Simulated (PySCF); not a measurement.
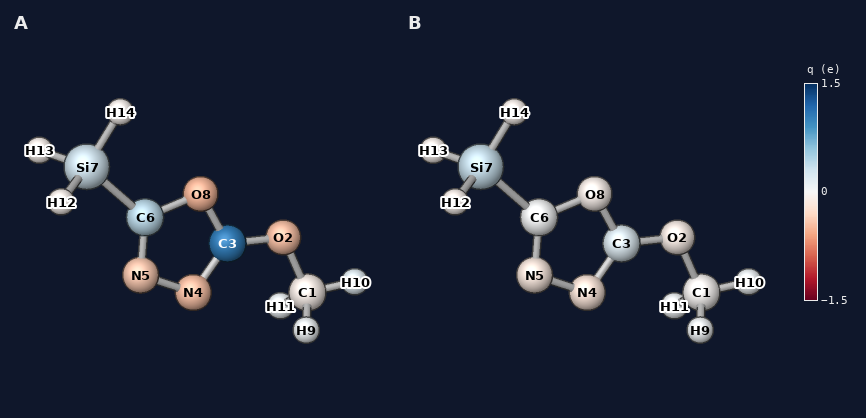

Atomic charges of one calculation by 2 schemes, on one colour scale. The computed structure is the end point of a GFN2-xTB optimisation. No frequency run is at hand to confirm it as a minimum. Computed with PBE0/pcSseg-1 (PySCF 2.14.0).

Question: The schemes are ESP-fitted, Hirshfeld. Which panel shows which?

Answer: A ESP-fitted, B Hirshfeld.

List the charges (e), one line for each set of equivalent atoms.

```json
{"atom": "C1", "ESP-fitted": "−0.09", "Hirshfeld": "−0.02"}
{"atom": "O2", "ESP-fitted": "−0.44", "Hirshfeld": "−0.10"}
{"atom": "C3", "ESP-fitted": "1.05", "Hirshfeld": "0.20"}
{"atom": "N4", "ESP-fitted": "−0.44", "Hirshfeld": "−0.18"}
{"atom": "N5", "ESP-fitted": "−0.39", "Hirshfeld": "−0.15"}
{"atom": "C6", "ESP-fitted": "0.39", "Hirshfeld": "0.01"}
{"atom": "Si7", "ESP-fitted": "0.29", "Hirshfeld": "0.34"}
{"atom": "O8", "ESP-fitted": "−0.49", "Hirshfeld": "−0.08"}
{"atom": "H9", "ESP-fitted": "0.07", "Hirshfeld": "0.05"}
{"atom": "H10", "ESP-fitted": "0.15", "Hirshfeld": "0.06"}
{"atom": "H11", "ESP-fitted": "0.08", "Hirshfeld": "0.05"}
{"atom": "H12", "ESP-fitted": "−0.06", "Hirshfeld": "−0.06"}
{"atom": "H13", "ESP-fitted": "−0.06", "Hirshfeld": "−0.06"}
{"atom": "H14", "ESP-fitted": "−0.05", "Hirshfeld": "−0.07"}
```

The geometry is semi-empirical. Around Si such bond lengths and angles can be off by a tenth of an ångström or more and by several degrees, and values that hang on the shape move with them.
